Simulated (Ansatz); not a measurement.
**GaH₃O₂S: density, localisation and related maps**

Input

```
crystal:
  periodic: [false, false, false]
  atoms:
    - {symbol: Ga, position_ang: [-0.029309, -0.073220, 0.290940]}
    - {symbol: O, position_ang: [-1.534724, -0.879301, -0.187468]}
    - {symbol: O, position_ang: [0.312651, -0.116237, 2.028425]}
    - {symbol: S, position_ang: [1.335609, 0.915128, -1.129507]}
    - {symbol: H, position_ang: [-1.723285, -0.859235, -1.130228]}
    - {symbol: H, position_ang: [1.129454, 0.321655, 2.286375]}
    - {symbol: H, position_ang: [0.570803, 0.623210, -2.204236]}
basis:
  gaussian: {orbitals: def2-TZVPD}
hamiltonian: {xc: pbe0}
output: {forces: true, orbitals: {seedname: orbitals}}
```

Launched as:

```sh
ansatz run input.yaml --threads 2 --pin off --max-ram 5220MiB --events-out events.jsonl --progress --plain --runs-dir runs
```

Geometry: PBE0-D4/def2-SVP.

Theory: isolated molecule in a Gaussian basis; Kohn-Sham density functional theory, functional PBE0 in Ansatz 0.2.0.

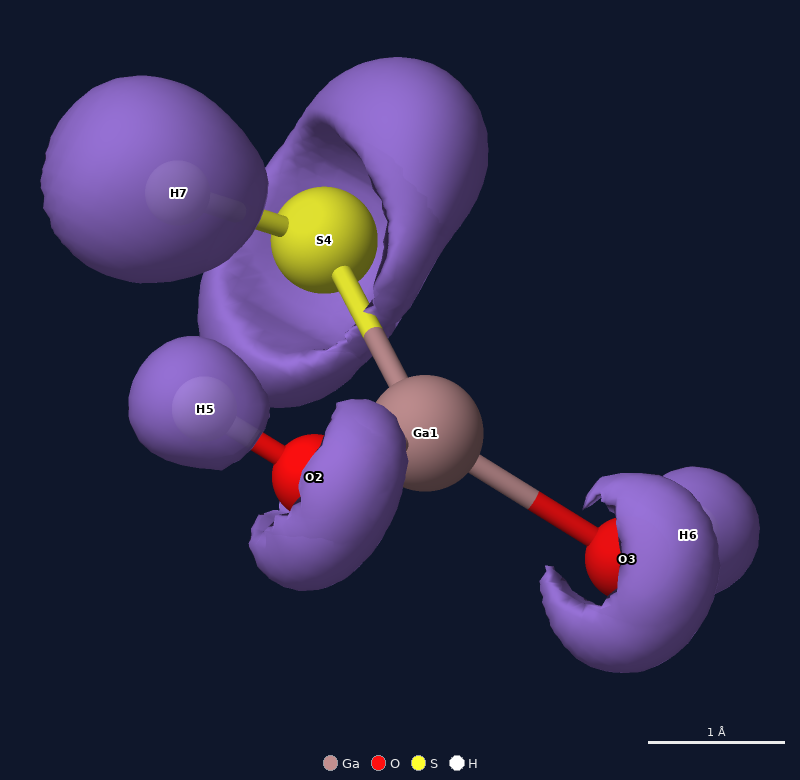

Figure 1. Isosurface of the electron localisation function at 0.85 (purple), seen at an oblique angle. Core shells and regions of very low density are left out.

> Describe the localisation domains.

At this value the surface marks out three regions around hydrogen nuclei, two lobes on O, pointing away from the bonds (lone pairs, which may merge into one lobe) and one region wrapped around S (its valence shell). Profiles from the grid: Ga–O (1.77 Å): the ELF peaks at about 0.85 in the valence shell of O, 0.6 Å from its nucleus, and is about 0.25 at the midpoint. Ga–S (2.20 Å): the ELF peaks at about 0.85 in the valence shell of S, 0.9 Å from its nucleus, and is about 0.70 at the midpoint.

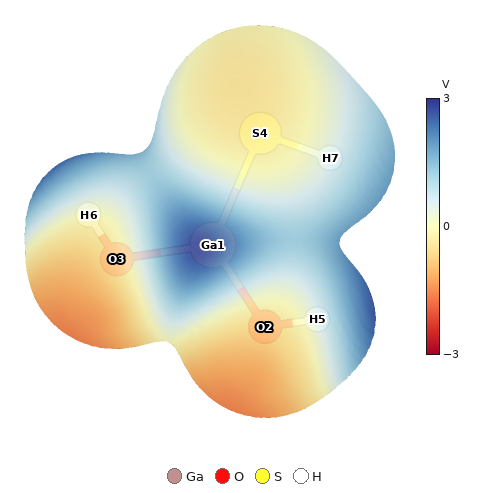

Figure 2. The molecular electrostatic potential painted on the density surface at 0.002 e/bohr³, seen across its widest extent; the colour scale runs from red (negative) to blue (positive).

> Describe the electrostatic potential map.

The most negative region (about −1.6 V) lies over O2 and O3, the most positive (about +2.7 V) over Ga1 and H5.

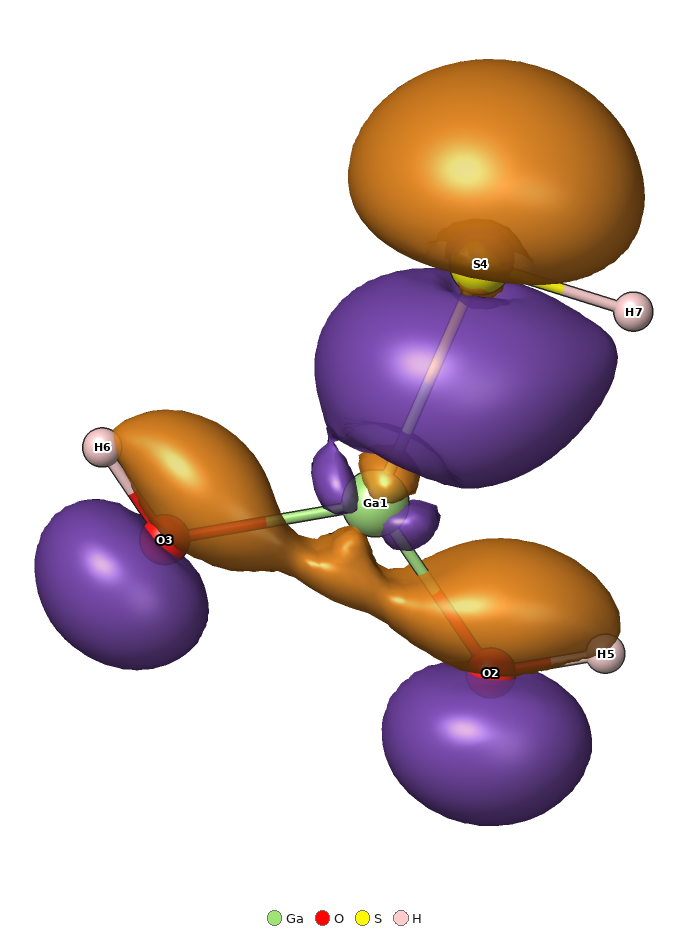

Figure 3. The HOMO−1 at ±0.1 Å⁻³ᐟ² (orange and purple are the two phases), seen at a tilt.

> Where does this orbital lie, and at what energy?

Its weight (Hirshfeld) is mainly on S4 (about 45 %), O2 (about 25 %), O3 (about 15 %) and Ga1 (about 10 %); it is symmetric in the molecular plane (an in-plane orbital: σ, lone-pair or in-plane π type); largely a combination of lone pairs on S4, O2 and O3. Its energy is −8.91 eV.
